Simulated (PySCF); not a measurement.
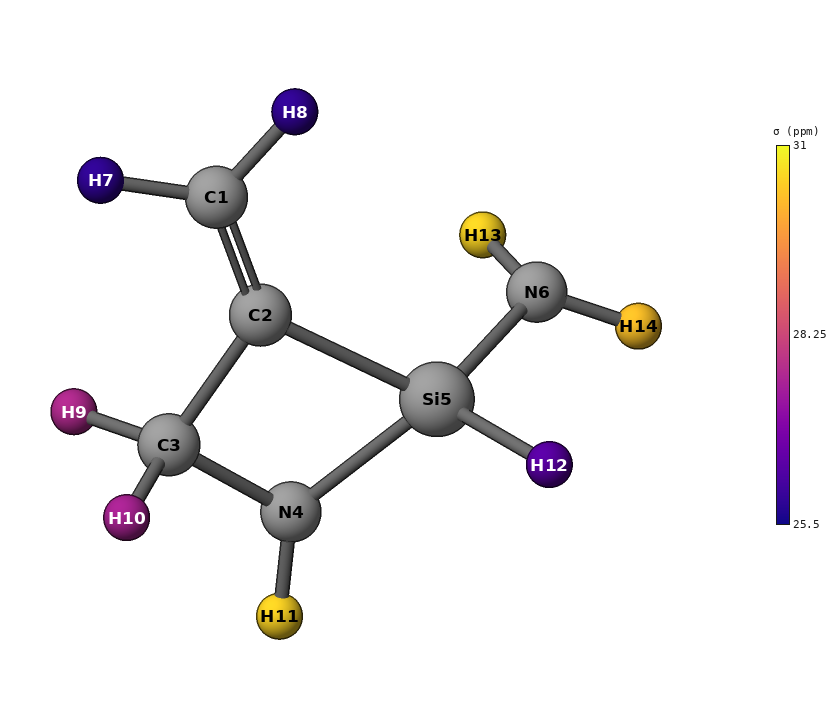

Atoms are coloured by their isotropic NMR shieldings (H only, the others grey). The geometry was computed by an optimisation with GFN2-xTB. No frequency run is at hand to confirm it as a minimum. Properties computed with GIAO PBE0/pcSseg-1 NMR shielding, non-relativistic, gas phase (PySCF 2.14.0).

**Which H atom is the most shielded (lowest chemical shift)?**

H13 (30.55 ppm).

**Which H atom is the least shielded (highest chemical shift)?**

H7 (25.86 ppm).

**How wide is the range of H shifts?**

4.69 ppm.

Give the isotropic NMR shieldings of the H atoms atom by atom.

```
atom  σ (ppm)
  H7    25.86
  H8    25.87
  H9    27.71
 H10    27.59
 H11    30.51
 H12    26.40
 H13    30.55
 H14    30.29
```

The geometry is semi-empirical. Around Si such bond lengths and angles can be off by a tenth of an ångström or more and by several degrees, and values that hang on the shape move with them.
